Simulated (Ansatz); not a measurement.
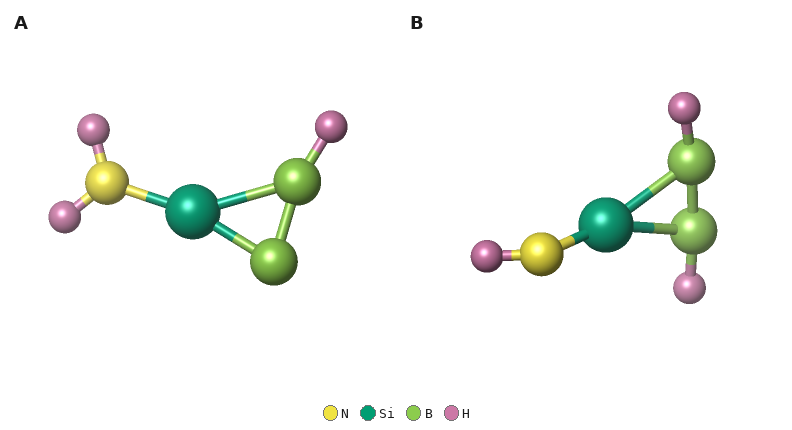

2 stationary structures of one formula. Geometries: PBE0-D4/def2-TZVP. Electronic energies: RHF-CCSD(T) (frozen core)/def2-TZVPP (Ansatz 0.2.0), without zero-point energy. No frequency run is at hand to confirm each as a minimum. Each is one conformer, not always the lowest.

Rank them by energy, lowest first.

Answer. A is lowest; B lies 20.9 kJ/mol above it (Cs).
